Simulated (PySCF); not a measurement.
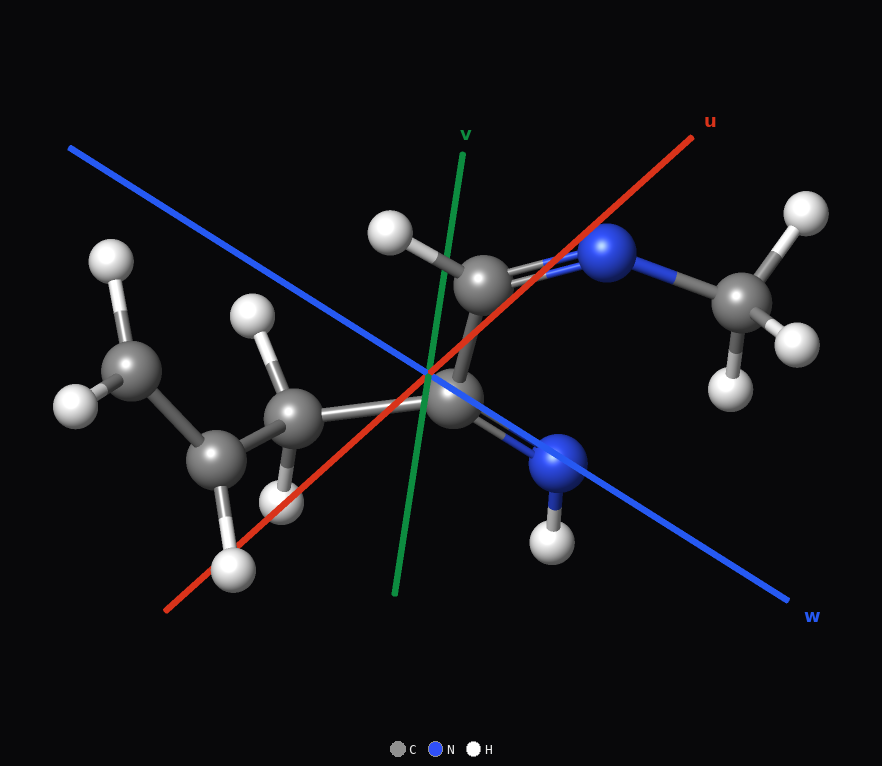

The lines u, v and w are the principal axes of the g tensor. State: charge +1, doublet. The geometry was computed by an optimisation with GFN2-xTB. No frequency run is at hand to confirm it as a minimum. Method: UKS B3LYP, pcH-1 on C H N, non-relativistic, mean-field spin-orbit, GIAO (PySCF 2.14.0).

### Along which axis does g lie farthest from the free-electron value?

Along v: the shift is 1686 ppm.

Give the principal values and shifts.

```csv
axis,g,shift (ppm)
u,2.00155,−766
v,2.00401,1686
w,2.00249,170
```
